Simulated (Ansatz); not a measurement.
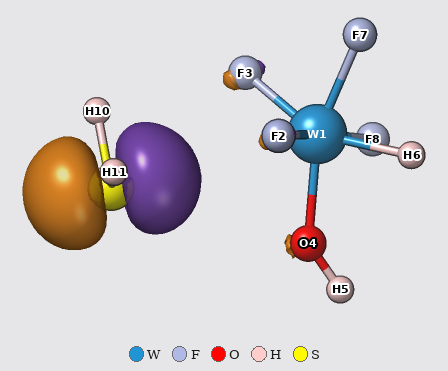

Figure 1: F$_{4}$H$_{2}$OW···H$_{2}$S. One frontier orbital at ±0.2 Å⁻³ᐟ² (orange and purple are the two phases), seen at a tilt.

Core potentials replace the inner electrons of W.

These are results of RKS BLYP-D4/def2-SVP (Ansatz 0.2.0), not measurements.

Input

```
crystal:
  periodic: [false, false, false]
  atoms:
    - { symbol: W, position_ang: [0.004356, 0.012243, -0.070834] }
    - { symbol: F, position_ang: [-0.140284, 0.20011, 1.781587] }
    - { symbol: F, position_ang: [1.833239, -0.420077, -0.416299] }
    - { symbol: O, position_ang: [-0.52479, 1.801991, -0.265973] }
    - { symbol: H, position_ang: [-1.144199, 2.302041, -0.831256] }
    - { symbol: H, position_ang: [-1.682043, -0.305256, -0.261646] }
    - { symbol: F, position_ang: [-0.156844, -1.849706, 0.22061] }
    - { symbol: F, position_ang: [-0.139284, -0.130422, -1.953537] }
    - { symbol: S, position_ang: [2.338454, 2.152022, 1.686654] }
    - { symbol: H, position_ang: [3.185921, 1.086999, 1.790679] }
    - { symbol: H, position_ang: [1.380773, 1.521555, 2.461515] }
basis:
  gaussian: { orbitals: def2-SVP }
hamiltonian:
  xc: blyp
  dispersion: d4
relax:
  f_tol: 0.03
  max_steps: 50
output:
  orbitals: {}
```

Run with:

```sh
ansatz run input.yaml --threads 4 --pin off --max-ram 5120MiB --backend cpu --events-out ev --progress --plain --runs-dir out
```

The fields are those of the run's last geometry, not of the input's.

Which orbital is it: HOMO or LUMO?

Answer. The HOMO, at −6.33 eV. By Hirshfeld shares it lies mainly on S9 (about 85 %); largely a lone pair of S9.
